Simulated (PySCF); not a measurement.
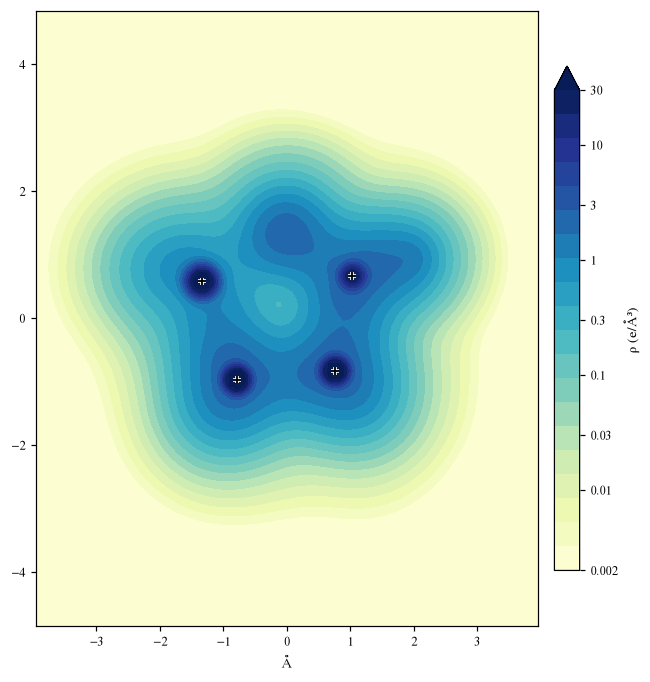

The electron density on a plane through atoms (crosses mark nuclei in the plane).

Computed with PBE0/pcSseg-1, SCF density, gas phase, non-relativistic in PySCF.

Candidates:
A. C$_{5}$H$_{12}$O$_{3}$Si$_{2}$
B. C$_{4}$H$_{11}$BO$_{2}$Si (SMILES O=C[C@H]1C[BH2-][O+]([SiH3])C1)
C. C$_{3}$H$_{9}$NO$_{2}$Si (SMILES C[Si]1(N)OCCO1)

**Which candidate gave the map?**

Candidate B: C$_{4}$H$_{11}$BO$_{2}$Si on the plane of atoms C3, C4 and B5, which holds C and B. C–B (1.64 Å): ρ is about 1.2 e/Å³ halfway.
